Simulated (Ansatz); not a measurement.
Sr (fcc, Cu type), energy over volume and axial ratio

Sr (fcc, Cu type)

```cif
data_Sr4
_chemical_formula_sum 'Sr4'
_space_group_name_H-M_alt 'Fm-3m'
_space_group_IT_number 225
_space_group_name_Hall '-F 4 2 3'
_cell_length_a 6.02891
_cell_length_b 6.02891
_cell_length_c 6.02891
_cell_angle_alpha 90.000
_cell_angle_beta 90.000
_cell_angle_gamma 90.000
loop_
_atom_site_label
_atom_site_type_symbol
_atom_site_symmetry_multiplicity
_atom_site_Wyckoff_symbol
_atom_site_fract_x
_atom_site_fract_y
_atom_site_fract_z
_atom_site_occupancy
Sr1 Sr 4 a 0.00000 0.00000 0.00000 1
```
(The calculation used a cell of 1 atom; values per cell refer to that cell.)

The relaxed cell is deformed in two ways at once: its volume V is scaled, and at that volume it is stretched along z (the c axis of the conventional cell) so that c/a changes. Fractional atomic positions are held.

Method: PBE (plane waves to 420 eV, PAW, scalar-relativistic; Ansatz, a program for electronic structure). k mesh 13×13×13 (Γ-centred), Fermi-Dirac smearing 0.05 eV. The energy includes the smearing's −TS. With partly filled bands, the response to shear is sensitive to the k mesh, so small differences along c/a are uncertain. Sr was relaxed with its symmetry unable to fall. The PAW data are Ansatz's earlier set. ΔE is measured from the relaxed starting cell.

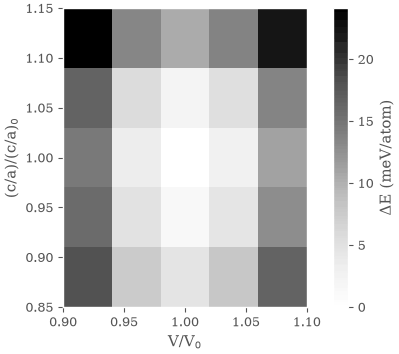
Figure. ΔE (meV/atom) over the 5×5 grid of computed points.

Lowest place on the grid: V/V₀ = 1.000, (c/a)/(c/a)₀ = 1.000 (0 meV/atom). Highest place on the grid: V/V₀ = 0.920, (c/a)/(c/a)₀ = 1.120 (24 meV/atom).

(A scan under strain: stresses follow from slopes of the energy per volume, elastic moduli from its curvatures.)
